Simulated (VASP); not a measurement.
Band structure of BaO (rock salt). All values below come from vdW-DF2, VASP's PBE PAW potentials (set 64) (plane waves; VASP 6.6.1).

Unless said otherwise, spin-orbit coupling is left out, though it shifts the bands of the heavy elements here.

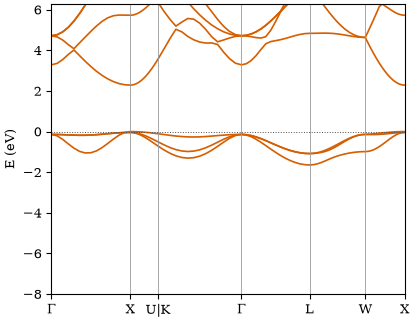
Bands along high-symmetry lines, zero at the valence-band maximum or, without a gap, the Fermi level

### Question
Read the plot: is there a gap, and where are the band edges?

### Answer
The gap is direct, 2.29 eV, from the valence maximum at X to the conduction minimum at X. (Edges off the drawn lines would not show.)

Measured: gap 4.40 eV (computed value off by -2.11 eV), as given by Abedi et al., (2022), arXiv:2211.14644.

The compound is BaO in the rock salt structure. It was relaxed first, which changed the volume by +9 %.
